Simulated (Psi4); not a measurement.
# MP2/cc-pVTZ run of AsH3 (arsine)

Aim: the vertical singlet–triplet gap of AsH3 (arsine) at MP2/cc-pVTZ, from 2 runs. 

The calculation is run with Psi4 1.11.

3 further runs of the same task are left out: 3 set aside as unsound or not needed.

## (1) The structure to begin with

The species is AsH3 (4 atoms), meant as a singlet with charge 0. As SMILES, `[AsH3]`. The shape is that of a PBE0-D4/def2-TZVP optimisation.

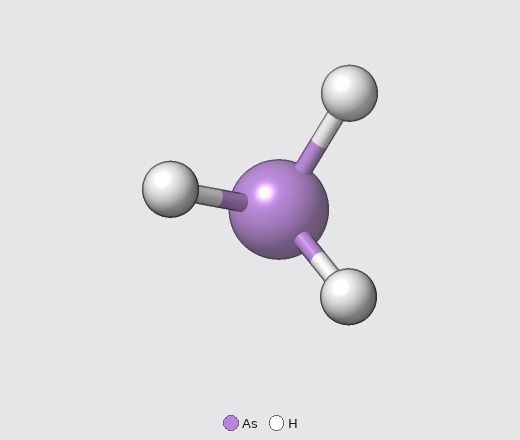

The structure, seen from a chosen angle (arsenic purple, hydrogen white).

## (2) The energy at MP2/cc-pVTZ

ash3_ase.py reads:

```python
import numpy as np
from ase.calculators.psi4 import Psi4
from ase import Atoms

a = Atoms(['As', 'H', 'H', 'H'], positions=[
    [-0.215800, 0.487600, -0.346000],
    [0.349900, 0.630300, 1.059400],
    [-1.068000, -0.705500, 0.061100],
    [0.933900, -0.412500, -0.774500],
])
calc = Psi4(atoms=a, method='mp2', basis='cc-pVTZ', memory='1600MB', num_threads=1, charge=0, multiplicity=1, label='ash3')
calc.psi4.set_options({'puream': True, 'e_convergence': 1e-09, 'd_convergence': 1e-08, 'scf_type': 'pk', 'num_frozen_docc': 9, 'mp2_type': 'conv'})
a.calc = calc

print(f'energy: {a.get_potential_energy():.6f} eV')
```

Started as:

```sh
python ash3_ase.py
```

ash3.dat:

```text
[...]
  Running in c1 symmetry.
[...]
  Nuclear repulsion =   35.153177936618192
[...]
  Multiplicity = 1
[...]
  Nalpha       = 18
  Nbeta        = 18
[...]
    Number of basis functions: 85
[...]
   @RHF iter   1: -2235.12870006733010   -2.94741e+00   2.13088e-02 ADIIS/DIIS
[...]
   @RHF iter  10: -2235.97338561422157   -4.54747e-13   3.76173e-09 DIIS
[...]
    Orbital Energies [Eh]
    ---------------------
    Doubly Occupied:
       1A   -432.571805     2A    -56.296153     3A    -50.140825
       4A    -50.140825     5A    -50.140171     6A     -8.018915
       7A     -5.873308     8A     -5.873308     9A     -5.869756
      10A     -2.107643    11A     -2.107643    12A     -2.103238
      13A     -2.103238    14A     -2.100361    15A     -0.830167
      16A     -0.494782    17A     -0.494777    18A     -0.381575
[...]
  @RHF Final Energy: -2235.97338561422157
   => Energetics <=
    Nuclear Repulsion Energy =             35.1531779366181922
    One-Electron Energy =               -3186.9561448102908798
    Two-Electron Energy =                 915.8295812594508334
    Total Energy =                      -2235.9733856142220247
[...]
 Multipole Moments:
 ------------------------------------------------------------------------------------
     Multipole            Electronic (a.u.)      Nuclear  (a.u.)        Total (a.u.)
 ------------------------------------------------------------------------------------
 L = 1.  Multiply by 2.5417464519 to convert [e a0] to [Debye]
 Dipole X            :         -0.8252875            0.8719188            0.0466312
 Dipole Y            :          1.8647803           -1.9702011           -0.1054208
 Dipole Z            :         -1.3231788            1.3979791            0.0748004
 Magnitude           :                                                    0.1374158
[...]
	SCS-MP2 Total Energy (a.u.)        : -2236.20430340673965
	SOS-MP2 Total Energy (a.u.)        : -2236.18617306660826
	SCSN-MP2 Total Energy (a.u.)       : -2236.06911381011332
[...]
	SOS-PI-MP2 Total Energy (a.u.)     : -2236.22163764200604
[...]
	MP2 Total Energy (a.u.)            : -2236.20509951160329
[...]
```

Standard output:

```text
energy: -60850.240192 eV
```

It took 34 s on 1 thread of Intel Xeon Platinum 8259CL at 2.50GHz (Skylake/Cascade Lake), shared host; peak memory 1.1 GiB.

## (3) The triplet at the same level

input.inp reads:

```
memory 1.6 GB

molecule system {
  0 3
  As    -0.215800     0.487600    -0.346000
  H      0.349900     0.630300     1.059400
  H     -1.068000    -0.705500     0.061100
  H      0.933900    -0.412500    -0.774500
  symmetry c1
  no_reorient
  no_com
}

set {
  reference       uhf
  puream          true
  e_convergence   1e-09
  d_convergence   1e-08
  scf_type        pk
  num_frozen_docc 9
  mp2_type        conv
  maxiter         200
}

e, wfn = energy("mp2/cc-pVTZ", return_wfn=True)
```

Started as:

```sh
psi4 -i input.inp -o input.out -n 1
```

input.out:

```text
[...]
  Running in c1 symmetry.
[...]
  Nuclear repulsion =   35.153177936618192
[...]
  Multiplicity = 3
[...]
  Nalpha       = 19
  Nbeta        = 17
[...]
    Number of basis functions: 85
[...]
   @UHF iter   1: -2235.07505070181287   -2.89376e+00   2.01339e-02 ADIIS/DIIS
[...]
   @UHF iter  21: -2235.77266935475382   -9.09495e-13   4.78921e-09 DIIS
[...]
   @S^2 Observed:                2.019160357E+00
[...]
    Orbital Energies [Eh]
    ---------------------
    Alpha Occupied:
       1A   -432.621360     2A    -56.343060     3A    -50.190088
       4A    -50.187802     5A    -50.187556     6A     -8.070189
       7A     -5.929768     8A     -5.922204     9A     -5.921065
      10A     -2.160683    11A     -2.159113    12A     -2.157881
      13A     -2.150426    14A     -2.149198    15A     -0.886387
      16A     -0.549125    17A     -0.534730    18A     -0.493369
      19A     -0.164780
    Alpha Virtual:
      20A      0.096841    21A      0.121467    22A      0.271288
      23A      0.274469    24A      0.275544    25A      0.349009
[...]
  @UHF Final Energy: -2235.77266935475382
   => Energetics <=
    Nuclear Repulsion Energy =             35.1531779366181922
    One-Electron Energy =               -3185.2405925426646718
    Two-Electron Energy =                 914.3147452512927202
    Total Energy =                      -2235.7726693547538162
  UHF NO Occupations:
  HONO-2 :   17  A 1.9949258
  HONO-1 :   18  A 1.0000000
[...]
 Multipole Moments:
 ------------------------------------------------------------------------------------
     Multipole            Electronic (a.u.)      Nuclear  (a.u.)        Total (a.u.)
 ------------------------------------------------------------------------------------
 L = 1.  Multiply by 2.5417464519 to convert [e a0] to [Debye]
 Dipole X            :         12.9953422          -13.0496927           -0.0543505
 Dipole Y            :        -29.4245892           29.4855857            0.0609965
 Dipole Z            :         20.8710707          -20.9230477           -0.0519770
 Magnitude           :                                                    0.0968306
[...]
	SCS-MP2 Total Energy (a.u.)        : -2235.97761515168440
	SOS-MP2 Total Energy (a.u.)        : -2235.96026094479930
	SCSN-MP2 Total Energy (a.u.)       : -2235.86429956710663
[...]
	SOS-PI-MP2 Total Energy (a.u.)     : -2235.99152620980703
[...]
	MP2 Total Energy (a.u.)            : -2235.98105830044688
[...]
```

Wall time 31 s (1 thread of Intel Xeon Platinum 8259CL at 2.50GHz (Skylake/Cascade Lake), shared host); peak memory 1.1 GiB.

## (4) Outcome

At MP2/cc-pVTZ, 9 core orbitals frozen:

| quantity | value |
| --- | --- |
| singlet: total energy | -2236.20510 Eh |
| singlet: HOMO energy (Hartree–Fock orbitals) | -10.38 eV |
| singlet: LUMO energy (Hartree–Fock orbitals) | 3.57 eV |
| singlet: HOMO–LUMO gap (Hartree–Fock orbitals) | 13.96 eV |
| singlet: correlation energy (9 core orbitals frozen) | -231.7 mEh |
| triplet: total energy | -2235.98106 Eh |
| triplet: HOMO energy (Hartree–Fock orbitals) (highest over α and β) | -4.48 eV |
| triplet: LUMO energy (Hartree–Fock orbitals) (lowest over α and β) | -1.15 eV |
| triplet: correlation energy (9 core orbitals frozen) | -208.4 mEh |
| triplet: ⟨S²⟩ of the reference determinant | 2.019 |
| vertical energy of the triplet above the singlet | 6.096 eV |

**Reading.** At this shape the triplet lies 6.10 eV (588 kJ/mol) above the singlet.
